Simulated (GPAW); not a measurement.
# C4H2N+ (SMILES C#C[c+]1cn1), run twice

Aim: energy and one-electron properties of C4H2N+ at PBE/dzp (scalar-relativistic datasets).

The results are computed with GPAW 26.7.0.

2 further runs of the same task are left out: 2 set aside as unsound or not needed.

## (1) The molecule

The species is C4H2N+ (7 atoms), meant as a singlet with charge +1. As SMILES, `C#C[c+]1cn1`. The shape is that of a GFN2-xTB optimisation.

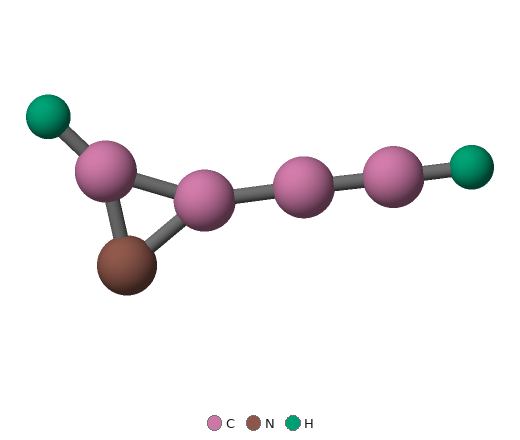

Viewed from a chosen angle; carbon pink, nitrogen brown, hydrogen teal.

## (2) The input as first written

c4h2n_sp.py reads:

```python
import numpy as np
from ase import Atoms
from ase.units import Bohr
from gpaw import GPAW

# Atomic positions
positions_bohr = np.array(
              [[ -1.778119,   1.362946,   3.314750],
               [ -0.786410,   0.727809,   1.342235],
               [  0.302677,   0.066972,  -0.862112],
               [  1.545399,  -1.522968,  -2.533480],
               [  0.948132,   0.752470,  -3.265296],
               [ -2.644672,   1.895717,   5.041922],
               [  2.412991,  -3.282946,  -3.037980]])
molecule = Atoms("CCCCNHH", positions=positions_bohr * Bohr)
molecule.center(vacuum=4.5)

# DFT calculator
dft = GPAW(mode="lcao",
           basis="dzp",
           h=0.2,
           xc="PBE",
           charge=1,
           convergence={"energy": 0.5, "density": 0.5, "eigenstates": 1.0},
           maxiter=93,
           txt="-")
molecule.calc = dft

energy = molecule.get_potential_energy()
print(f"Energy                  {energy:.5f} eV")
forces = molecule.get_forces()
print("Forces (eV/Ang)")
for symbol, f in zip(molecule.symbols, forces):
    print(f'{symbol:2} {f[0]:9.4f} {f[1]:9.4f} {f[2]:9.4f}')
homo, lumo = dft.get_homo_lumo()
print(f"HOMO: {homo:.3f} eV")
print(f"LUMO                    {lumo:.3f} eV")
print(f"Gap: {lumo - homo:.3f} eV")
```

Launch:

```console
$ python c4h2n_sp.py
```

The program printed:

```text
[...]
Number of symmetries: 1
[...]
  Number of IBZ points: 1
[...]
basis functions: 75
Spin-components: 1 (collinear spins)
Bands:           18
[...]
  Valence electrons: 23.0
[...]
  Grid points: [60 60 68]
  Charge: 1.0  # |e|
[...]
    cutoffs:
[...]
occupation numbers:
  # Zero width
[...]
xc functional:
  name: PBE with 2 nearest neighbor stencil
[...]
|iter     |     time |      energy | eigst |  dens |
[...]
|iter:   1| 00:00:13 |  -38.841573 |      c|       |
[...]
|iter:   3| 00:00:16 |  -35.860282c|      c| -0.77c|
Converged in 3 steps
[...]
Energy contributions relative to reference atoms: (reference = -5617.214291)
Energy contributions:
  Kinetic:          34.955576
  Coulomb:         -42.601762
  Zero:              5.223106
  External:          0.000000
  Xc:              -33.437203
  Entropy:           0.000000
  Spinorbit:         0.000000
  ----------------------------
  Free energy:     -35.860282
  Extrapolated:    -35.860282
dipole moment: (5.994540, 6.022971, 6.195825)  # |e|*Ang
Fermi level: -11.834
Eigenvalues  # (at kpt = [0.000, 0.000, 0.000])
| band index |      eig [eV] | occ [0-2] |
|------------|---------------|-----------|
|          0 |       -34.469 |     2.000 |
|        ... |               |           |
|          3 |       -22.611 |     2.000 |
|          4 |       -20.401 |     2.000 |
|          5 |       -19.439 |     2.000 |
|          6 |       -18.466 |     2.000 |
|          7 |       -18.076 |     2.000 |
|          8 |       -15.113 |     2.000 |
|          9 |       -14.399 |     2.000 |
|         10 |       -13.319 |     2.000 |
|         11 |       -10.349 |     0.000 |
|         12 |        -9.577 |     0.000 |
[...]
Gap: 2.969 eV
Transition (v -> c):
[...]
Forces (eV/Ang)
C    -0.5175    0.2415    1.0990
C     0.7545   -0.3901   -1.5702
C     0.5478   -1.0108   -0.4074
C    -0.2857   -0.7751    1.5607
N    -0.2421   -0.5661    0.8838
H    -1.1340    0.7040    2.2933
H     1.1421   -2.1398   -0.8401
HOMO: -13.319 eV
LUMO                    -10.349 eV
Gap: 2.969 eV
```

Run time: 18 s. Hardware: 1 thread of AMD EPYC (Zen 3), shared host; peak memory 0.67 GiB.

## (3) What went wrong

The program ended normally, but the settings are unsound, so its numbers aren't properties of the molecule.

What is wrong: the convergence setting is far too loose. To mend it: convergence threshold at its default in place of {'energy': 0.5, 'density': 0.5, 'eigenstates': 1.0}.

## (4) Try two

mol_sp.py reads:

```python
import numpy as np
from ase import Atoms
from ase.units import Bohr
from gpaw import GPAW

# Atomic positions
positions_bohr = np.array(
              [[ -1.778119,   1.362946,   3.314750],
               [ -0.786410,   0.727809,   1.342235],
               [  0.302677,   0.066972,  -0.862112],
               [  1.545399,  -1.522968,  -2.533480],
               [  0.948132,   0.752470,  -3.265296],
               [ -2.644672,   1.895717,   5.041922],
               [  2.412991,  -3.282946,  -3.037980]])
atoms = Atoms('CCCCNHH', positions=positions_bohr * Bohr)
atoms.center(vacuum=4.5)

# Ground state
calc = GPAW(mode='lcao', basis='dzp', h=0.2, xc='PBE', charge=1, maxiter=100, txt='-')
atoms.calc = calc

energy = atoms.get_potential_energy()
print(f'Energy = {energy:.5f} eV')
forces = atoms.get_forces()
print('Forces (eV/Ang)')
for symbol, f in zip(atoms.symbols, forces):
    print(f'{symbol:2} {f[0]:9.4f} {f[1]:9.4f} {f[2]:9.4f}')
homo, lumo = calc.get_homo_lumo()
print(f'HOMO = {homo:.3f} eV')
print(f'LUMO                    {lumo:.3f} eV')
print(f'Gap = {lumo - homo:.3f} eV')
```

Launch:

```console
$ python mol_sp.py
```

The program printed:

```text
[...]
Number of symmetries: 1
[...]
  Number of IBZ points: 1
[...]
basis functions: 75
Spin-components: 1 (collinear spins)
Bands:           18
[...]
  Valence electrons: 23.0
[...]
  Grid points: [60 60 68]
  Charge: 1.0  # |e|
[...]
    cutoffs:
[...]
occupation numbers:
  # Zero width
[...]
xc functional:
  name: PBE with 2 nearest neighbor stencil
[...]
|iter     |     time |      energy | eigst |  dens |
[...]
|iter:   1| 00:00:11 |  -38.841573 |      c|       |
[...]
|iter:  10| 00:00:23 |  -35.825508c|      c| -4.36c|
Converged in 10 steps
[...]
Energy contributions relative to reference atoms: (reference = -5617.214291)
Energy contributions:
  Kinetic:          27.185412
  Coulomb:         -29.418919
  Zero:              0.746595
  External:          0.000000
  Xc:              -34.338595
  Entropy:           0.000000
  Spinorbit:         0.000000
  ----------------------------
  Free energy:     -35.825508
  Extrapolated:    -35.825508
dipole moment: (5.996807, 5.968937, 6.244459)  # |e|*Ang
Fermi level: -11.624
Eigenvalues  # (at kpt = [0.000, 0.000, 0.000])
| band index |      eig [eV] | occ [0-2] |
|------------|---------------|-----------|
|          0 |       -34.153 |     2.000 |
|        ... |               |           |
|          3 |       -22.248 |     2.000 |
|          4 |       -20.052 |     2.000 |
|          5 |       -19.077 |     2.000 |
|          6 |       -18.284 |     2.000 |
|          7 |       -17.722 |     2.000 |
|          8 |       -14.796 |     2.000 |
|          9 |       -14.270 |     2.000 |
|         10 |       -13.082 |     2.000 |
|         11 |       -10.166 |     0.000 |
|         12 |        -9.376 |     0.000 |
[...]
Gap: 2.916 eV
Transition (v -> c):
[...]
Forces (eV/Ang)
C    -0.2715    0.1515    0.5297
C     0.3063   -0.0261   -0.7656
C     0.2381   -0.9573    0.3592
C    -0.1645   -0.8318    1.3013
N    -0.1685    2.3395   -2.2629
H    -0.6772    0.4218    1.3897
H     0.7019   -1.2039   -0.6295
HOMO = -13.082 eV
LUMO                    -10.166 eV
Gap = 2.916 eV
```

Run time: 25 s. Hardware: 1 thread of AMD EPYC (Zen 3), shared host; peak memory 0.67 GiB.

## (5) Outcome

Level: PBE/dzp (scalar-relativistic datasets).

```
                                              quantity        value
energy as printed (from the program's reference atoms)  -35.8255 eV
                                           HOMO energy    -13.08 eV
                                           LUMO energy    -10.17 eV
                                         HOMO–LUMO gap      2.92 eV
```

**Reading.** The first attempt's energy was -0.035 eV off this one.
